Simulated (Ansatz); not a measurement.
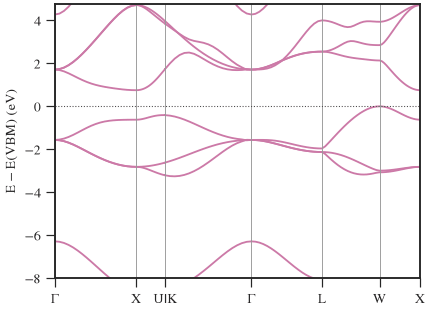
Figure: Band structure from r²SCAN in the plane-wave PAW code Ansatz

Task: Read off the gap and where the band edges lie.

Result: About 0.7 eV (0.75 eV by a search for the band edges); maximum at W, minimum at X.

The material is TePb (zinc blende, F-43m).

A made-up cell: these elements were put on the sites of a structure type; neither database checked (COD, Materials Project) lists it. It is not the phase usual at ambient conditions (space group No. 225). Symmetry was held in the r²SCAN relaxation. At this level the phase is mechanically unstable. Spin–orbit coupling is left out wherever it is not named.

Potentials: the later of the program's two PAW sets.
